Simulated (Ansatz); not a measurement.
# AlGaHCl (triplet): from Hartree-Fock to the top rungs, cc-pVDZ

How much of the correlation energy of AlGaHCl (triplet) does each wave-function method recover here?

Method: cc-pVDZ, core rule «outside noble gas», up to 24 orbitals frozen; program: Ansatz 0.2.0, Gaussian basis.

The runs, in order: UHF; CCSD(T) on ROHF; CCSD(T) on UHF; BCCD(T) on ROHF; CISD as a restricted active space (open shells left free, so some higher excitations enter); CCSDT(Q) on ROHF; CCSDT(Q) on UHF; CASSCF and NEVPT2, 10 electrons in 10 orbitals.

19 further runs of the same task are left out: 6 that didn't finish, 13 set aside as unsound or not needed. Runs told in other sessions of the task aren't counted.

### Step 1. The system

The geometry is a PBE0/def2-TZVP stationary point (not a proven minimum). No spin-orbit coupling is included. The filled d shell of Ga may be among the frozen orbitals whatever the setting's name suggests.

4 atoms, charge 0, spin multiplicity 3.

Atoms are counted from 1 here; the program's logs count them from 0.

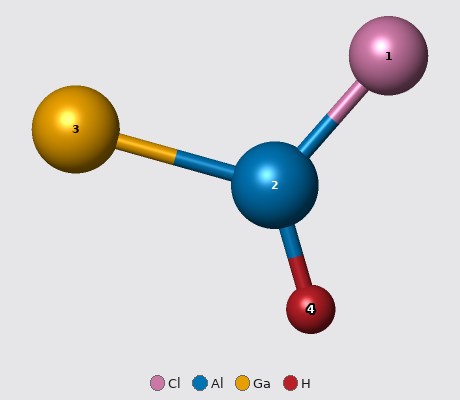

The structure; chlorine pink, aluminium blue, gallium amber, hydrogen red; atoms are numbered from 1 in the order of the file.

In the tables R marks a restricted open-shell determinant and U an unrestricted one; 'frontier' is the active space of 10 electrons in 10 orbitals; energies count from the table's Hartree-Fock row.

### Step 2. UHF

File in.yaml:

```yaml
crystal:
  periodic: [false, false, false]
  atoms:
    - {symbol: Cl, position_ang: [0.000000, -0.454110, 2.387882]}
    - {symbol: Al, position_ang: [0.000000, 0.897734, 0.768882]}
    - {symbol: Ga, position_ang: [0.000000, -0.152166, -1.525692]}
    - {symbol: H, position_ang: [0.000000, 2.467172, 0.964970]}
basis:
  gaussian: {orbitals: cc-pVDZ}
magnetization: {spin_polarized: true, initial_magnetization: 2}
hamiltonian: {xc: hf}
output: {orbitals: {seedname: orbitals}}
```

Started as:

```sh
> ansatz run in.yaml --threads 1 --pin off --events-out ev --progress --plain --max-ram 2393MiB
```

The log of the run:

```text
Functional definition: HF
  name "HF"
  cite "Fock, Z. Phys. 61, 126 (1930) doi:10.1007/BF01340294"
  parent pbe
  exchange = exact_x
  correlation = 0
742 factors; integrals over basis functions are off by at most 8.6e-4 eV
mean field evaluation 1: about -71435.2679 eV, gradient 9.9e0 eV
mean field evaluation 2: about -71435.2720 eV, gradient 9.9e0 eV
mean field evaluation 4: about -71436.7556 eV, gradient 1.8e0 eV
mean field evaluation 8: about -71436.8738 eV, gradient 2.9e-1 eV
mean field evaluation 16: about -71436.6555 eV, gradient 8.9e-1 eV
mean field evaluation 32: about -71436.5468 eV, gradient 9.2e-1 eV
mean field evaluation 64: about -71436.8831 eV, gradient 5.5e-5 eV
mean field -71436.88311040 eV, -2625.2570326487 hartree, gradient 1.7e-5 eV, S^2 2.018824; 4 other end points of the search recorded, 0 dependent functions left out
reference -71436.88311040 eV, -2625.2570326487 hartree; 32, 30 occupied and 36, 38 virtual orbitals, 742 factors
Total energy: -71436.88311040 eV, -2625.2570326487 hartree
```

Wall time 5.5 s (1 thread of Intel Xeon at 2.60GHz, shared host).

From the report: ⟨S²⟩ of the determinant 2.019 (pure triplet: 2.00).

### Step 3. CCSD(T) on ROHF

in.yaml, as its differences from that of step 2:

```diff
@@ -9,4 +9,3 @@
   gaussian: {orbitals: cc-pVDZ}
-magnetization: {spin_polarized: true, initial_magnetization: 2}
-hamiltonian: {xc: hf}
-output: {orbitals: {seedname: orbitals}}
+magnetization: {spin_polarized: false, initial_magnetization: 2}
+correlation: {method: ccsd_t, electrons: outside_noble_gas}
```

Same command.

The log of the run, cut to the lines that bear on the results:

```text
Functional definition: HF
  name "HF"
  cite "Fock, Z. Phys. 61, 126 (1930) doi:10.1007/BF01340294"
  parent pbe
[...]
742 factors; integrals over basis functions are off by at most 8.6e-4 eV
[...]
mean field -71436.76591548 eV, -2625.2527258148 hartree, gradient 1.5e-6 eV, S^2 2.000000; 9 other end points of the search recorded, 0 dependent functions left out
[...]
determinant -71436.76591548 eV, -2625.2527258148 hartree, with singles and doubles -71443.84207810 eV, -2625.5127699948 hartree
determinant -71436.32673571 eV, -2625.2365862561 hartree, with singles and doubles -71443.30759044 eV, -2625.4931279355 hartree
determinant -71434.54444581 eV, -2625.1710883102 hartree, with singles and doubles -71441.85262347 eV, -2625.4396588856 hartree
determinant -71433.59931901 eV, -2625.1363555411 hartree, with singles and doubles -71440.99795755 eV, -2625.4082504924 hartree
determinant -71436.76591548 eV, -2625.2527258148 hartree, with singles and doubles -71443.84262544 eV, -2625.5127901092 hartree
determinant -71436.32673571 eV, -2625.2365862561 hartree, with singles and doubles -71443.30801594 eV, -2625.4931435725 hartree
[...]
24 core orbitals not correlated: weight in the atoms' cores, before any rotation towards them, 1.000 or more for the frozen orbitals, at most 0.000 for the correlated occupied ones
reference -71436.76591548 eV, -2625.2527258148 hartree; 8, 6 occupied and 36, 38 virtual orbitals, 742 factors
second order -6.06826519 eV of doubles, -0.05633795 eV of singles
cycle   1  -7.07670545 eV  change    4.5e-6 eV  update   4.1e-6
perturbative correction -0.17792529 eV, -0.0065386337 hartree
Total energy: -71444.02054622 eV, -2625.5193285771 hartree
```

Run time: 19 s. Hardware: 1 thread of Intel Xeon at 2.60GHz, shared host.

From the report: correlation -7.2546 eV; T1 0.025; largest double amplitude 0.07.

### Step 4. CCSD(T) on UHF

in.yaml, as its differences from that of step 3:

```diff
@@ -9,3 +9,3 @@
   gaussian: {orbitals: cc-pVDZ}
-magnetization: {spin_polarized: false, initial_magnetization: 2}
+magnetization: {spin_polarized: true, initial_magnetization: 2}
 correlation: {method: ccsd_t, electrons: outside_noble_gas}
```

The command is unchanged.

The log of the run, cut to the lines that bear on the results:

```text
Functional definition: HF
  name "HF"
  cite "Fock, Z. Phys. 61, 126 (1930) doi:10.1007/BF01340294"
  parent pbe
[...]
742 factors; integrals over basis functions are off by at most 8.6e-4 eV
[...]
mean field -71436.88311040 eV, -2625.2570326487 hartree, gradient 1.9e-6 eV, S^2 2.018824; 9 other end points of the search recorded, 0 dependent functions left out
determinant -71436.88311040 eV, -2625.2570326487 hartree, with singles and doubles -71443.85462964 eV, -2625.5132312555 hartree
determinant -71436.42409015 eV, -2625.2401639658 hartree, with singles and doubles -71443.32165704 eV, -2625.4936448737 hartree
determinant -71434.77415180 eV, -2625.1795298498 hartree, with singles and doubles -71441.83079452 eV, -2625.4388566865 hartree
determinant -71433.73987084 eV, -2625.1415207254 hartree, with singles and doubles -71441.00482756 eV, -2625.4085029604 hartree
determinant -71436.88311040 eV, -2625.2570326487 hartree, with singles and doubles -71443.85548226 eV, -2625.5132625887 hartree
determinant -71436.42409015 eV, -2625.2401639658 hartree, with singles and doubles -71443.32233705 eV, -2625.4936698634 hartree
24 core orbitals not correlated: weight in the atoms' cores, before any rotation towards them, 1.000 or more for the frozen orbitals, at most 0.000 for the correlated occupied ones
reference -71436.88311040 eV, -2625.2570326487 hartree; 8, 6 occupied and 36, 38 virtual orbitals, 742 factors
second order -6.00813531 eV of doubles, -0.00000000 eV of singles
cycle   1  -6.97236804 eV  change    3.8e-6 eV  update   2.8e-6
perturbative correction -0.17301732 eV, -0.0063582692 hartree
Total energy: -71444.02849576 eV, -2625.5196207173 hartree
```

Run time: 17 s. Hardware: 1 thread of Intel Xeon at 2.60GHz, shared host.

From the report: ⟨S²⟩ of the determinant 2.019 (pure triplet: 2.00); correlation -7.1454 eV; T1 0.019; largest double amplitude 0.07.

### Step 5. BCCD(T) on ROHF

in.yaml, as its differences from that of step 4:

```diff
@@ -9,3 +9,3 @@
   gaussian: {orbitals: cc-pVDZ}
-magnetization: {spin_polarized: true, initial_magnetization: 2}
-correlation: {method: ccsd_t, electrons: outside_noble_gas}
+magnetization: {spin_polarized: false, initial_magnetization: 2}
+correlation: {method: bccd_t, electrons: outside_noble_gas}
```

The command is unchanged.

The log of the run, cut to the lines that bear on the results:

```text
Functional definition: HF
  name "HF"
  cite "Fock, Z. Phys. 61, 126 (1930) doi:10.1007/BF01340294"
  parent pbe
[...]
742 factors; integrals over basis functions are off by at most 8.6e-4 eV
[...]
mean field -71436.76591548 eV, -2625.2527258148 hartree, gradient 1.5e-6 eV, S^2 2.000000; 9 other end points of the search recorded, 0 dependent functions left out
[...]
determinant -71436.76591548 eV, -2625.2527258148 hartree, with singles and doubles -71443.84207810 eV, -2625.5127699948 hartree
determinant -71436.32673571 eV, -2625.2365862561 hartree, with singles and doubles -71443.30759044 eV, -2625.4931279355 hartree
determinant -71434.54444581 eV, -2625.1710883102 hartree, with singles and doubles -71441.85262347 eV, -2625.4396588856 hartree
determinant -71433.59931901 eV, -2625.1363555411 hartree, with singles and doubles -71440.99795755 eV, -2625.4082504924 hartree
determinant -71436.76591548 eV, -2625.2527258148 hartree, with singles and doubles -71443.84262544 eV, -2625.5127901092 hartree
determinant -71436.32673571 eV, -2625.2365862561 hartree, with singles and doubles -71443.30801594 eV, -2625.4931435725 hartree
[...]
24 core orbitals not correlated: weight in the atoms' cores, before any rotation towards them, 1.000 or more for the frozen orbitals, at most 0.000 for the correlated occupied ones
reference -71436.76591548 eV, -2625.2527258148 hartree; 8, 6 occupied and 36, 38 virtual orbitals, 742 factors
second order -6.06826519 eV of doubles, -0.05633795 eV of singles
cycle   1  -7.07844585 eV  change   -1.7e-3 eV  update   7.2e-3
[...]
cycle   9  -7.07560873 eV  change    4.3e-6 eV  update   1.1e-5
perturbative correction -0.18054489 eV, -0.0066349025 hartree
Total energy: -71444.02206910 eV, -2625.5193845420 hartree
```

Run time: 19 s. Hardware: 1 thread of Intel Xeon at 2.60GHz, shared host.

From the report: correlation -7.2562 eV; largest double amplitude 0.07.

### Step 6. CISD as a restricted active space (open shells left free, so some higher excitations enter)

in.yaml, as its differences from that of step 5:

```diff
@@ -10,2 +10,2 @@
 magnetization: {spin_polarized: false, initial_magnetization: 2}
-correlation: {method: bccd_t, electrons: outside_noble_gas}
+correlation: {active_space: {ras: {orbitals: [6, 2, 36], electrons: 14, max_holes: 2, max_particles: 2}, fixed_orbitals: true}}
```

Launched as before.

The log of the run:

```text
Functional definition: HF
  name "HF"
  cite "Fock, Z. Phys. 61, 126 (1930) doi:10.1007/BF01340294"
  parent pbe
  exchange = exact_x
  correlation = 0
742 factors; integrals over basis functions are off by at most 8.6e-4 eV
mean field evaluation 1: about -71435.3473 eV, gradient 1.2e1 eV
mean field evaluation 2: about -71435.3512 eV, gradient 1.2e1 eV
mean field evaluation 4: about -71436.6902 eV, gradient 1.4e0 eV
mean field evaluation 8: about -71436.7601 eV, gradient 2.2e-1 eV
mean field evaluation 16: about -71436.3255 eV, gradient 3.1e-1 eV
mean field evaluation 32: about -71436.5114 eV, gradient 1.5e0 eV
mean field -71436.76591548 eV, -2625.2527258148 hartree, gradient 1.5e-6 eV, S^2 2.000000; 6 other end points of the search recorded, 0 dependent functions left out
reference -71436.76591548 eV, -2625.2527258148 hartree; 32, 30 occupied and 36, 38 virtual orbitals, 742 factors
state -71443.14011355 eV, -2625.4869732734 hartree
Total energy: -71443.14011355 eV, -2625.4869732734 hartree
```

It took 11 s on 1 thread of Intel Xeon at 2.60GHz, shared host.

From the report: 204,058 determinants.

### Step 7. CCSDT(Q) on ROHF

in.yaml, as its differences from that of step 6:

```diff
@@ -10,2 +10,2 @@
 magnetization: {spin_polarized: false, initial_magnetization: 2}
-correlation: {active_space: {ras: {orbitals: [6, 2, 36], electrons: 14, max_holes: 2, max_particles: 2}, fixed_orbitals: true}}
+correlation: {method: ccsdt_q, electrons: outside_noble_gas}
```

Launched as before.

The log of the run, cut to the lines that bear on the results:

```text
Functional definition: HF
  name "HF"
  cite "Fock, Z. Phys. 61, 126 (1930) doi:10.1007/BF01340294"
  parent pbe
[...]
1327 factors; integrals over basis functions are off by at most 1.7e-7 eV
[...]
mean field -71436.76601436 eV, -2625.2527294487 hartree, gradient 1.7e-6 eV, S^2 2.000000; 9 other end points of the search recorded, 0 dependent functions left out
[...]
determinant -71436.76601436 eV, -2625.2527294487 hartree, with singles and doubles -71443.84218719 eV, -2625.5127740039 hartree
determinant -71436.32683279 eV, -2625.2365898237 hartree, with singles and doubles -71443.30769839 eV, -2625.4931319025 hartree
determinant -71434.54455567 eV, -2625.1710923476 hartree, with singles and doubles -71441.85274096 eV, -2625.4396632031 hartree
determinant -71433.59942794 eV, -2625.1363595440 hartree, with singles and doubles -71440.99807703 eV, -2625.4082548831 hartree
determinant -71436.76601436 eV, -2625.2527294487 hartree, with singles and doubles -71443.84273494 eV, -2625.5127941333 hartree
determinant -71436.32683279 eV, -2625.2365898237 hartree, with singles and doubles -71443.30812408 eV, -2625.4931475463 hartree
[...]
24 core orbitals not correlated: weight in the atoms' cores, before any rotation towards them, 1.000 or more for the frozen orbitals, at most 0.000 for the correlated occupied ones
reference -71436.76601436 eV, -2625.2527294487 hartree; 8, 6 occupied and 36, 38 virtual orbitals, 1327 factors
second order -6.06829593 eV of doubles, -0.05633892 eV of singles
cycle   1  -6.78944931 eV  change   -6.6e-1 eV  update   8.6e-2
[...]
cycle  18  -7.28725298 eV  change    3.0e-7 eV  update   1.5e-6
perturbative correction -0.01392593 eV, -0.0005117686 hartree
Total energy: -71444.06719327 eV, -2625.5210428247 hartree
```

It took 94 s on 1 thread of Intel Xeon at 2.60GHz, shared host; peak memory 0.93 GiB.

From the report: correlation -7.3012 eV; T1 0.027; largest double amplitude 0.08.

### Step 8. CCSDT(Q) on UHF

in.yaml, as its differences from that of step 7:

```diff
@@ -9,3 +9,3 @@
   gaussian: {orbitals: cc-pVDZ}
-magnetization: {spin_polarized: false, initial_magnetization: 2}
+magnetization: {spin_polarized: true, initial_magnetization: 2}
 correlation: {method: ccsdt_q, electrons: outside_noble_gas}
```

The command is unchanged.

The log of the run, cut to the lines that bear on the results:

```text
Functional definition: HF
  name "HF"
  cite "Fock, Z. Phys. 61, 126 (1930) doi:10.1007/BF01340294"
  parent pbe
[...]
1327 factors; integrals over basis functions are off by at most 1.7e-7 eV
[...]
mean field -71436.88321128 eV, -2625.2570363558 hartree, gradient 2.8e-6 eV, S^2 2.018824; 9 other end points of the search recorded, 0 dependent functions left out
determinant -71436.88321128 eV, -2625.2570363558 hartree, with singles and doubles -71443.85473916 eV, -2625.5132352800 hartree
determinant -71436.42418837 eV, -2625.2401675752 hartree, with singles and doubles -71443.32176493 eV, -2625.4936488384 hartree
determinant -71434.77425818 eV, -2625.1795337590 hartree, with singles and doubles -71441.83090975 eV, -2625.4388609212 hartree
determinant -71433.73998114 eV, -2625.1415247788 hartree, with singles and doubles -71441.00494642 eV, -2625.4085073285 hartree
determinant -71436.88321128 eV, -2625.2570363558 hartree, with singles and doubles -71443.85559142 eV, -2625.5132666001 hartree
determinant -71436.42418837 eV, -2625.2401675752 hartree, with singles and doubles -71443.32244526 eV, -2625.4936738401 hartree
24 core orbitals not correlated: weight in the atoms' cores, before any rotation towards them, 1.000 or more for the frozen orbitals, at most 0.000 for the correlated occupied ones
reference -71436.88321128 eV, -2625.2570363558 hartree; 8, 6 occupied and 36, 38 virtual orbitals, 1327 factors
second order -6.00816333 eV of doubles, -0.00000000 eV of singles
cycle   1  -6.67983460 eV  change   -6.7e-1 eV  update   8.5e-2
[...]
cycle  18  -7.17838791 eV  change    3.6e-7 eV  update   1.4e-6
perturbative correction -0.01431913 eV, -0.0005262183 hartree
Total energy: -71444.07591832 eV, -2625.5213634641 hartree
```

It took 80 s on 1 thread of Intel Xeon at 2.60GHz, shared host; peak memory 0.7 GiB.

From the report: ⟨S²⟩ of the determinant 2.019 (pure triplet: 2.00); correlation -7.1927 eV; T1 0.021; largest double amplitude 0.08.

### Step 9. CASSCF and NEVPT2, 10 electrons in 10 orbitals

in.yaml, as its differences from that of step 8:

```diff
@@ -9,3 +9,3 @@
   gaussian: {orbitals: cc-pVDZ}
-magnetization: {spin_polarized: true, initial_magnetization: 2}
-correlation: {method: ccsdt_q, electrons: outside_noble_gas}
+magnetization: {spin_polarized: false, initial_magnetization: 2}
+correlation: {method: sc_nevpt2, electrons: outside_noble_gas, active_space: {window: {electrons: 10, orbitals: 10}}}
```

The command is unchanged.

The log of the run:

```text
Functional definition: HF
  name "HF"
  cite "Fock, Z. Phys. 61, 126 (1930) doi:10.1007/BF01340294"
  parent pbe
  exchange = exact_x
  correlation = 0
742 factors; integrals over basis functions are off by at most 8.6e-4 eV
mean field evaluation 1: about -71435.3473 eV, gradient 1.2e1 eV
mean field evaluation 2: about -71435.3512 eV, gradient 1.2e1 eV
mean field evaluation 4: about -71436.6902 eV, gradient 1.4e0 eV
mean field evaluation 8: about -71436.7601 eV, gradient 2.2e-1 eV
mean field evaluation 16: about -71436.3255 eV, gradient 3.1e-1 eV
mean field evaluation 32: about -71436.5114 eV, gradient 1.5e0 eV
mean field -71436.76591548 eV, -2625.2527258148 hartree, gradient 1.5e-6 eV, S^2 2.000000; 6 other end points of the search recorded, 0 dependent functions left out
reference -71436.76591548 eV, -2625.2527258148 hartree; 32, 30 occupied and 36, 38 virtual orbitals, 742 factors
state -71438.04764081 eV, -2625.2998283520 hartree
state -71438.04764081 eV, -2625.2998283520 hartree; corrected -71442.89168610 eV, -2625.4778437330 hartree
Total energy: -71442.89168610 eV, -2625.4778437330 hartree
```

Run time: 29 s. Hardware: 1 thread of Intel Xeon at 2.60GHz, shared host.

From the report: 31,752 determinants; active occupations 2.00, 2.00, 1.98, 1.94, 1.00, 0.99, 0.03, 0.03, 0.03, 0.02.

### Step 10. All levels against the top one

The yardstick is UCCSDT(Q), where the cluster series has nearly closed. Rows without a time are mean-field rows or come out of runs for another level: lower rungs of the coupled-cluster runs, CASSCF and MRCISD of the multireference runs, or the Hartree-Fock search.

Differences are taken before rounding.

| method | energy from the lowest ROHF (kcal/mol) | from UCCSDT(Q) (kcal/mol) | time |
| --- | --- | --- | --- |
| ROHF | 0.00 | +168.57 |  |
| UHF | -2.70 | +165.87 |  |
| RMP2 | -141.24 | +27.34 |  |
| UMP2 | -141.25 | +27.32 |  |
| CISD | -146.99 | +21.58 | 11 s |
| RCCSD | -163.19 | +5.38 |  |
| UCCSD | -163.49 | +5.08 |  |
| RCCSD(T) | -167.30 | +1.28 | 19 s |
| UCCSD(T) | -167.48 | +1.09 | 17 s |
| BCCD(T) | -167.33 | +1.24 | 19 s |
| RCCSDT | -168.05 | +0.52 |  |
| UCCSDT | -168.24 | +0.33 |  |
| RCCSDT(Q) | -168.37 | +0.20 | 94 s |
| UCCSDT(Q) | -168.57 | 0 | 80 s |
| CASSCF frontier | -29.56 | +139.02 |  |
| NEVPT2 frontier | -141.26 | +27.31 | 29 s |

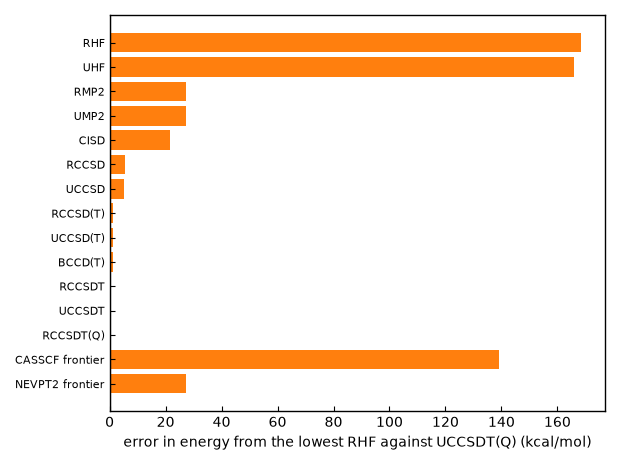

Deviations from UCCSDT(Q), method by method.

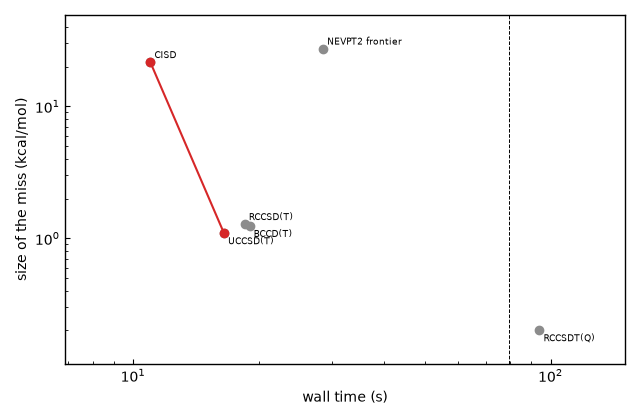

Miss against cost. Red marks the levels that no quicker level drawn beats (of those quicker than the yardstick), and the dashed line is the time of UCCSDT(Q). Times are from a shared host.

With the free atoms at the same levels and basis (separate runs), the atomisation energy is 7.204 eV at UCCSDT(Q), 7.179 eV at RCCSD(T), 7.182 eV at UCCSD(T), 6.171 eV at ROHF.

### Step 11. Results

| quantity | value |
| --- | --- |
| UCCSDT(Q) from the ROHF energy | -7.3100 eV |
| RMP2 from UCCSDT(Q) | +27.34 kcal/mol |
| UMP2 from UCCSDT(Q) | +27.32 kcal/mol |
| RCCSD from UCCSDT(Q) | +5.38 kcal/mol |
| RCCSD(T) from UCCSDT(Q) | +1.28 kcal/mol |
| UCCSD(T) from UCCSDT(Q) | +1.09 kcal/mol |
| RCCSDT(Q) from UCCSDT(Q) | +0.20 kcal/mol |
| NEVPT2 frontier from UCCSDT(Q) | +27.31 kcal/mol |
| levels within 1 kcal/mol (43 meV) | RCCSDT, UCCSDT, RCCSDT(Q) |
| T1 diagnostic | 0.025 |

What this shows: RCCSD(T) lands +1.28 kcal/mol from the yardstick (0.8 % of the correlation energy). These misses are within one basis, not against nature; the frozen cores of restricted and unrestricted runs differ, which can shift their rows.

With open shells the CI space here admits some higher excitations, so it is larger than plain CISD.

For cost: UCCSD(T) gets within 1.09 kcal/mol in 17 s, where UCCSDT(Q) took 80 s; the quickest level in the cost chart, CISD, takes 11 s and misses by 21.58 kcal/mol.
